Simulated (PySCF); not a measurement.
# CASSCF(8,8)/def2-SVP (core potential) run of SnO (tin(ii) oxide)

Aim: the vertical ionisation energy of SnO (tin(ii) oxide) at CASSCF(8,8)/def2-SVP (core potential), from 2 runs. The job is set up through a Python script.

The calculation is run with PySCF 2.14.0.

2 further runs of the same task are left out: 2 set aside as unsound or not needed.

## 1. The molecule

SnO has 2 atoms, charge 0, and is taken as a singlet. SMILES: `[O]=[Sn]`. Geometry: a GFN2-xTB relaxation, a rough one for these elements and not checked as a minimum.

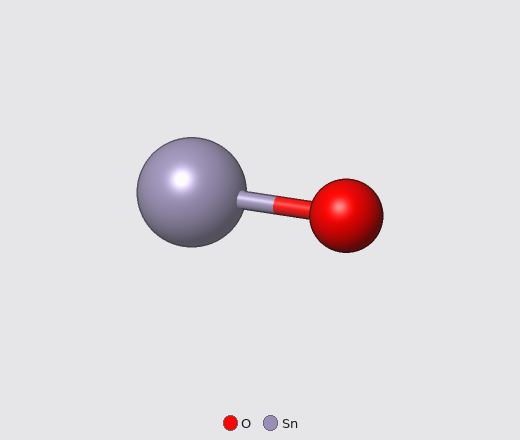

Viewed from a chosen angle; oxygen red, tin purple.

## 2. The energy at CASSCF(8,8)/def2-SVP (core potential)

Input file geometry.xyz:

```xyz
2
OSn
O      0.000000     0.000000     0.000000
Sn     0.000000     0.000000     1.803580
```

Input file run.py:

```python
import numpy
from pyscf import gto, scf, mp, mcscf

molecule = gto.M(
    atom='geometry.xyz',
    verbose=3,
    max_memory=1860,
    ecp={'Sn': 'def2-svp'},
    charge=0,
    basis='def2-svp',
)

mf = molecule.RHF()
mf.conv_tol = 1e-10
mf.kernel()
if not mf.converged:
    mf = mf.newton().run(mf.mo_coeff, mf.mo_occ)

pt = mp.MP2(scf.addons.convert_to_uhf(mf)).run()
noons, natorbs = mcscf.addons.make_natural_orbitals(pt)
print('natural occupations', numpy.round(noons[:40], 4))
cas = mcscf.CASSCF(mf, 8, 8)
cas.fix_spin_(ss=0.0)
cas.natorb = True
cas.kernel(natorbs)
e_tot = cas.e_tot
print('Final energy', e_tot)
```

The run is started by

```sh
$ OMP_NUM_THREADS=1 python run.py
```

The program printed:

```text
converged SCF energy = -288.10377828229
E(UMP2) = -288.429750135135  E_corr = -0.325971852845674
E(SCS-UMP2) = -288.414871403592  E_corr = -0.311093121302587
natural occupations [1.9999e+00 1.9998e+00 1.9995e+00 1.9994e+00 1.9994e+00 1.9979e+00
 1.9979e+00 1.9978e+00 1.9978e+00 1.9978e+00 1.9838e+00 1.9658e+00
 1.9389e+00 1.9219e+00 1.9219e+00 7.4700e-02 7.4700e-02 5.2100e-02
 1.3900e-02 9.4000e-03 9.4000e-03 5.4000e-03 4.8000e-03 4.8000e-03
 4.4000e-03 4.3000e-03 4.3000e-03 4.0000e-03 2.6000e-03 2.6000e-03
 2.0000e-03 2.0000e-03 1.4000e-03 1.4000e-03 1.3000e-03 6.0000e-04
 1.0000e-04 1.0000e-04 1.0000e-04 0.0000e+00]
CASSCF energy = -288.268725533467
CASCI E = -288.268725533467  E(CI) = -20.9489110305190  S^2 = 0.0000000
Final energy -288.26872553346703
```

It took 3.9 s on 1 thread of Arm Neoverse V1, shared host; peak memory 0.13 GiB.

## 3. The doublet cation at the same level

Input file input.py:

```python
import numpy
from pyscf import gto, scf, mp, mcscf

mol = gto.Mole()
mol.atom = '''
O        0.000000       0.000000       0.000000
Sn       0.000000       0.000000       1.803580
'''
mol.charge = 1
mol.ecp = {'Sn': 'def2-svp'}
mol.max_memory = 1860
mol.spin = 1
mol.basis = 'def2-svp'
mol.verbose = 3
mol.build()

mf = scf.ROHF(mol)
mf.conv_tol = 1e-10
mf.kernel()
if not mf.converged:
    mf = mf.newton().run(mf.mo_coeff, mf.mo_occ)

pt = mp.MP2(scf.addons.convert_to_uhf(mf)).run()
noons, natorbs = mcscf.addons.make_natural_orbitals(pt)
print('natural occupations', numpy.round(noons[:40], 4))
cas = mcscf.CASSCF(mf, 8, 7)
cas.fix_spin_(ss=0.75)
cas.natorb = True
cas.kernel(natorbs)
energy = cas.e_tot
print('Final energy', energy)
```

The run is started by

```sh
$ OMP_NUM_THREADS=1 python input.py
```

The program printed:

```text
converged SCF energy = -287.800170816634
E(UMP2) = -288.039550091692  E_corr = -0.239379275057912
E(SCS-UMP2) = -288.032846637735  E_corr = -0.232675821101513
natural occupations [1.9999e+00 1.9998e+00 1.9995e+00 1.9994e+00 1.9994e+00 1.9981e+00
 1.9981e+00 1.9980e+00 1.9980e+00 1.9978e+00 1.9839e+00 1.9619e+00
 1.9610e+00 1.9610e+00 9.9400e-01 3.5600e-02 3.5600e-02 1.9000e-02
 8.9000e-03 8.5000e-03 8.5000e-03 3.9000e-03 3.9000e-03 3.6000e-03
 3.5000e-03 3.5000e-03 3.3000e-03 2.2000e-03 2.2000e-03 2.2000e-03
 1.6000e-03 1.6000e-03 9.0000e-04 5.0000e-04 5.0000e-04 3.0000e-04
 1.0000e-04 1.0000e-04 1.0000e-04 0.0000e+00]
CASSCF energy = -287.924454409025
CASCI E = -287.924454409025  E(CI) = -20.4068182294301  S^2 = 0.7500000
Final energy -287.92445440902463
```

It took 3.9 s on 1 thread of Arm Neoverse V1, shared host; peak memory 0.13 GiB.

## 4. What came out

Level: CASSCF(8,8)/def2-SVP (core potential).

```
                                          quantity          value
                         singlet SnO: total energy  -288.26873 Eh
 singlet SnO: dipole moment (Hartree–Fock density)         4.86 D
  singlet SnO: HOMO energy (Hartree–Fock orbitals)      -10.35 eV
  singlet SnO: LUMO energy (Hartree–Fock orbitals)        0.65 eV
singlet SnO: HOMO–LUMO gap (Hartree–Fock orbitals)       11.00 eV
                      doublet cation: total energy  -287.92445 Eh
vertical ionisation energy (to the doublet cation)       9.368 eV
```

What this shows: Removing an electron at fixed nuclei costs 9.37 eV (904 kJ/mol).
